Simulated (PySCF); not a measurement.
# AlSiH5 (AlH2(SiH3)) at 6 levels

Aim: a comparison of 6 runs (B3LYP/STO-3G, M06-2X/STO-3G, SVWN5/STO-3G, r2SCAN/STO-3G, UMP2/STO-3G, UCCSD(T)/STO-3G) of AlSiH5 (AlH2(SiH3)). Input form: a Python script.

Program for the calculation: PySCF 2.14.0.

1 further run of the same task is left out (set aside as unsound or not needed).

## (1) The structure to begin with

AlSiH5 has 7 atoms, charge 0, and is taken as a singlet. As SMILES, `[H][Al]([H])[SiH3]`. The Si4–H7 distance was set to 2.223 Å, away from the relaxed value. At this shape a bond of the SMILES string is far longer than usual.

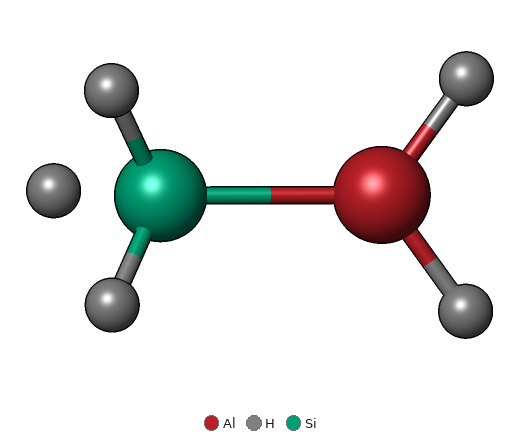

The structure, seen from a chosen angle (aluminium red, hydrogen grey, silicon teal).

## (2) A single-point energy at B3LYP/STO-3G (run 1)

job.py reads:

```python
from pyscf import gto, dft

mol = gto.M(
    atom='''
Al       0.827164       1.489318       0.672402
H        2.384534       1.652618       0.725012
H        0.192504       2.920808       0.651962
Si      -0.378266      -0.610172       0.651792
H       -1.712306      -0.548792       1.294162
H        0.316734      -1.705072       1.369672
H       -0.795620      -1.472990      -1.353750
''',
    max_memory=1860,
    basis='sto-3g',
    verbose=3,
)

mf = dft.RKS(mol)
mf.xc = 'b3lyp'
mf.conv_tol = 1e-10
mf.grids.level = 5
mf.kernel()
if not mf.converged:
    mf = mf.newton().run(mf.mo_coeff, mf.mo_occ)

etot = mf.e_tot
print('E(%s) = %.9f' % ('B3LYP', etot))
```

Started as:

```bash
$ OMP_NUM_THREADS=1 python job.py
```

Standard output:

```text
converged SCF energy = -528.517818564221
E(B3LYP) = -528.517818564
```

Wall time 3 s (1 thread of Arm Neoverse V2, shared host); peak memory 0.22 GiB.

## (3) The energy at M06-2X/STO-3G (run 2)

input.py reads:

```python
from pyscf import gto, dft

molecule = gto.M(
    atom='''
Al   0.827164   1.489318   0.672402
H    2.384534   1.652618   0.725012
H    0.192504   2.920808   0.651962
Si  -0.378266  -0.610172   0.651792
H   -1.712306  -0.548792   1.294162
H    0.316734  -1.705072   1.369672
H   -0.795620  -1.472990  -1.353750
''',
    max_memory=1860,
    charge=0,
    verbose=4,
    basis='sto-3g',
    spin=0,
)

mf = dft.RKS(molecule)
mf.xc = 'm06-2x'
mf.grids.level = 5
mf.conv_tol = 1e-10
mf.kernel()
if not mf.converged:
    mf = mf.newton().run(mf.mo_coeff, mf.mo_occ)

e_tot = mf.e_tot
print('Final energy', e_tot)
```

Started as:

```bash
$ OMP_NUM_THREADS=1 python input.py
```

Standard output:

```text
PySCF version 2.14.0

[... 74 lines left out ...]
converged SCF energy = -528.499249434501
Final energy -528.499249434501
```

Wall time 4.5 s (1 thread of Arm Neoverse V2, shared host); peak memory 0.22 GiB.

Runs 3 to 5 aren't shown in full; the table further down has their settings and results.

## (4) A single-point energy at UCCSD(T)/STO-3G (run 6)

input.py reads:

```python
from pyscf import gto, cc

mol = gto.Mole()
mol.atom = '''
Al     1.563113     2.814403     1.270656
H      4.506116     3.122995     1.370074
H      0.363780     5.519527     1.232030
Si    -0.714819    -1.153058     1.231708
H     -3.235789    -1.037067     2.445612
H      0.598541    -3.222119     2.588305
H     -1.503504    -2.783548    -2.558217
'''
mol.basis = 'sto-3g'
mol.charge = 0
mol.spin = 0
mol.max_memory = 1860
mol.unit = 'bohr'
mol.verbose = 3
mol.build()

mf = mol.UHF()
mf.conv_tol = 1e-10
mf.kernel()
if not mf.converged:
    mf = mf.newton().run(mf.mo_coeff, mf.mo_occ)
for _ in range(3):
    mo, _, stable, _ = mf.stability(return_status=True)
    if stable:
        break
    mf.kernel(mf.make_rdm1(mo, mf.mo_occ))

mycc = cc.CCSD(mf, frozen=10)
mycc.kernel()
e_t = mycc.ccsd_t()
e_tot = mycc.e_tot + e_t
print('E = %.10f Eh' % e_tot)
```

Started as:

```bash
$ OMP_NUM_THREADS=1 python input.py
```

Standard output:

```text
converged SCF energy = -527.354016362965  <S^2> = 1.1844747e-11  2S+1 = 1
<class 'pyscf.scf.uhf.UHF'> wavefunction has an internal instability
converged SCF energy = -527.372481584226  <S^2> = 0.54700398  2S+1 = 1.7855016
<class 'pyscf.scf.uhf.UHF'> wavefunction is stable in the internal stability analysis
E(UCCSD) = -527.4980840551081  E_corr = -0.1256024708817093
UCCSD(T) correction = -0.00174636742099834
E = -527.4998304225 Eh
```

It took 0.8 s on 1 thread of Arm Neoverse V2, shared host; peak memory 0.12 GiB.

## (5) All runs side by side

| run | level | integration grid | frozen core orbitals | energy (Eh) | dipole moment (D) of the reference | HOMO energy (eV) | LUMO energy (eV) | wall time |
| --- | --- | --- | --- | --- | --- | --- | --- | --- |
| 1 | B3LYP/STO-3G | 5 | – | -528.517819 | 1.16 | -4.46 | 1.93 | 3 s |
| 2 | M06-2X/STO-3G | 5 | – | -528.499249 | 1.16 | -5.55 | 3.17 | 4.5 s |
| 3 | SVWN5/STO-3G | 5 | – | -526.169116 | 0.91 | -3.46 | 1.33 | 2 s |
| 4 | r2SCAN/STO-3G | 5 | – | -528.443982 | 1.13 | -3.85 | 1.39 | 4.5 s |
| 5 | UMP2/STO-3G | – | 10 | -527.438653 | 0.54 | -6.17 | 6.63 | 0.68 s |
| 6 | UCCSD(T)/STO-3G | – | 10 | -527.499830 | 0.54 | -6.17 | 6.63 | 0.8 s |

## (6) Outcome

| quantity | value |
| --- | --- |
| run 6: total energy | -527.49983 Eh |
| run 6: dipole moment (Hartree–Fock density) | 0.54 D |
| run 6: HOMO energy (Hartree–Fock orbitals) | -6.17 eV |
| run 6: LUMO energy (Hartree–Fock orbitals) | 6.63 eV |
| run 6: HOMO–LUMO gap (Hartree–Fock orbitals) | 12.80 eV |
| run 6: correlation energy (10 core orbitals frozen) | -127.3 mEh |
| run 6: (T) correction | -1.75 mEh |
| run 6: ⟨S²⟩ of the reference determinant | 0.547 |
| run 6: T1 diagnostic | 0.079 |

In words: Over runs 1, 2, 3, 4 the dipole moment (its size) runs from 0.91 D (SVWN5/STO-3G) to 1.16 D (M06-2X/STO-3G). Over runs 1, 2, 3, 4 the HOMO–LUMO gap runs from 4.79 eV (SVWN5/STO-3G) to 8.72 eV (M06-2X/STO-3G). Totals of different functionals can't be ranked against each other. In runs 1, 2, 3, 4, 5, 6 the basis is minimal, so the values are rough. Spin contamination of the reference: run 6 ⟨S²⟩ = 0.55, run 5 ⟨S²⟩ = 0.55. All runs together took 15 s, the longest 4.5 s.
